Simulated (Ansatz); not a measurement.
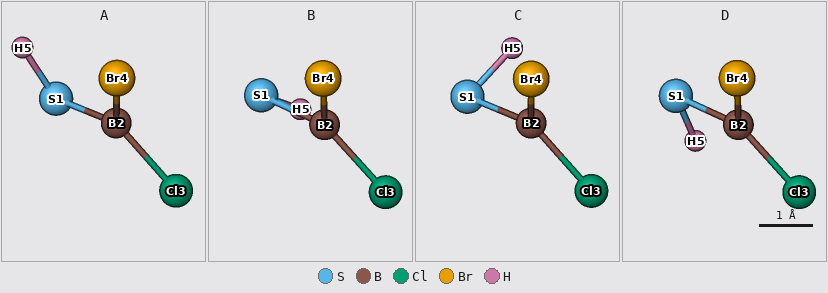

4 geometries from a converged minimum-energy path of BHSBrCl, shuffled. The picture is a ball-and-stick view, seen from a free direction.

All numbers below come from RKS B3LYP-D4/def2-SVP in Ansatz 0.2.0. Run with 5 movable images; climbing image; force threshold 0.03 eV/Å; iteration limit 57; starting path by image-dependent pair potential.

Q: One of them is the converged climbing image. Which?

A: C. In order along the path, whose images run from 0 to 6: A (image 0, 0.0 kcal/mol), C (image 3, +12.8 kcal/mol), B (image 5, +3.2 kcal/mol), D (image 6, −0.1 kcal/mol). The motion is a rotation about the S1–B2 bond by about 180°. No bond forms or breaks between the ends. Bond angles that change up to the highest image, for instance: B2–S1–H5 97.0° → 92.0°, S1–B2–Cl3 117.6° → 121.1°.
